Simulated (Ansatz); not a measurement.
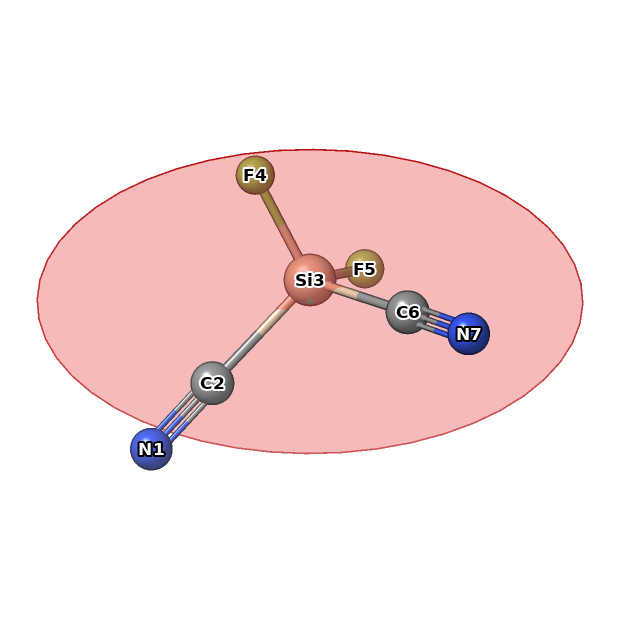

A disc through the centre of mass is drawn in. Atoms fade into the background with distance from the viewer. Computed geometry: PBE0-D4/def2-TZVP optimisation.

Is the plane of the disc a mirror plane of the structure?

No. The point group is C2v, with 1 C2 axis and 2 mirror planes, and this plane isn't one of its mirror planes.
